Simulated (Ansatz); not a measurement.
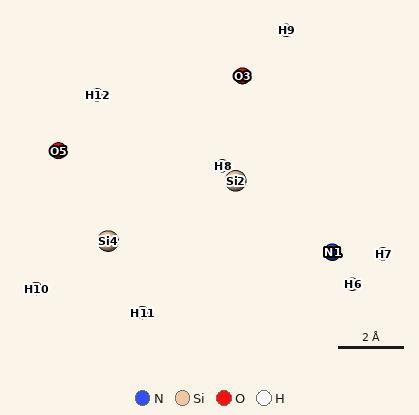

*The structure as given in the input (ball-and-stick view, seen at an oblique angle; atoms are numbered from 1 in the order of the input). Sticks are drawn by distance; a stretched bond gets none, so the picture shows separate pieces.*

Run report: Si₂NH₇O₂, single-point calculation

System: Si₂NH₇O₂.
Method: RKS wPBEh/x2c-TZVPPall (Ansatz 0.2.0).

Some settings of this run were made unusual or wrong on purpose. The geometry comes from this level: PBE0-D4/def2-TZVP.

Input
```yaml
crystal:
  periodic: [false, false, false]
  atoms:
    - {symbol: N, position_ang: [-0.787706, -2.899628, 3.295799]}
    - {symbol: Si, position_ang: [1.250646, -0.861110, 0.889862]}
    - {symbol: O, position_ang: [2.165807, 2.534021, 1.933125]}
    - {symbol: Si, position_ang: [-1.447810, 0.400331, -3.322983]}
    - {symbol: O, position_ang: [-0.638294, 3.863226, -4.093648]}
    - {symbol: H, position_ang: [-2.916242, -2.478553, 3.731162]}
    - {symbol: H, position_ang: [0.114123, -4.289715, 4.761782]}
    - {symbol: H, position_ang: [3.996720, -2.604795, 0.484704]}
    - {symbol: H, position_ang: [3.478346, 2.770836, 3.567494]}
    - {symbol: H, position_ang: [-0.745841, -1.458254, -5.922684]}
    - {symbol: H, position_ang: [-4.662638, 0.051361, -2.736937]}
    - {symbol: H, position_ang: [0.362288, 4.850841, -2.512880]}
basis:
  gaussian: {orbitals: x2c-TZVPPall}
hamiltonian: {xc: {name: wPBEh}}
accuracy: high
scf: {lower_state_search: off}
```

Hardware: 4 threads of Arm Neoverse V2, 23 GiB of memory available, shared host.

Command:
```bash
ansatz run in.yaml --threads 4 --pin off --events-out ev --progress --plain --max-ram 10444MiB
```

The program's output
```
Functional definition: wPBEh
  name "wPBEh"
  cite "Heyd, Scuseria & Ernzerhof, J. Chem. Phys. 118, 8207 (2003) doi:10.1063/1.1564060"
  cite "Krukau, Vydrov, Izmaylov & Scuseria, J. Chem. Phys. 125, 224106 (2006) doi:10.1063/1.2404663"
  cite "Heyd & Scuseria, J. Chem. Phys. 120, 7274 (2004) doi:10.1063/1.1668634"
  cite "Ernzerhof & Perdew, J. Chem. Phys. 109, 3313 (1998) doi:10.1063/1.476928"
  cite "Perdew, Burke & Ernzerhof, Phys. Rev. Lett. 77, 3865 (1996) doi:10.1103/PhysRevLett.77.3865"
  parent pbe
  parameter a = 0.25
  parameter omega = 0.11/bohr
  exchange = wpbe_x - a*pbe_x_sr(omega) + a*exact_x_sr(omega)
  correlation = pbe_c
these checks for a lower state are left out or cut short: stability, starts, cluster_reference, orbital_swaps, neighbouring_geometries, increment
3815 factors; integrals over basis functions are off by at most 2.1e-7 eV
214 factors; integrals over basis functions are off by at most 2.1e-9 eV
mean field evaluation 1: about -21363.1912 eV, gradient 1.5e2 eV
mean field evaluation 2: about -20266.5734 eV, gradient 2.6e2 eV
mean field evaluation 4: about -21292.0137 eV, gradient 1.5e2 eV
mean field evaluation 8: about -21432.5732 eV, gradient 7.2e0 eV
mean field evaluation 16: about -21433.9819 eV, gradient 6.0e-2 eV
mean field -21433.98192791 eV, -787.6843073758 hartree, gradient 3.5e-8 eV, S^2 0.000000; 0 other end points of the search recorded, 0 dependent functions left out
reference -21433.98193613 eV, -787.6843076780 hartree; 29, 29 occupied and 246, 246 virtual orbitals, 3815 factors
Total energy: -21433.98193613 eV, -787.6843076780 hartree
Relativity: scalar
Checks for a lower state left out: stability, starts, cluster_reference, orbital_swaps, neighbouring_geometries, increment
```

Outcome

```json
{"quantity": "outcome", "value": "converged"}
{"quantity": "total energy", "value": "−21433.9819 eV"}
{"quantity": "wall time", "value": "8 s (CPU time 29 s)"}
{"quantity": "peak memory", "value": "0.89 GiB"}
```

This input holds a deliberate fault: apart. The run converged all the same; its numbers are those of the faulty input and shouldn't be used.
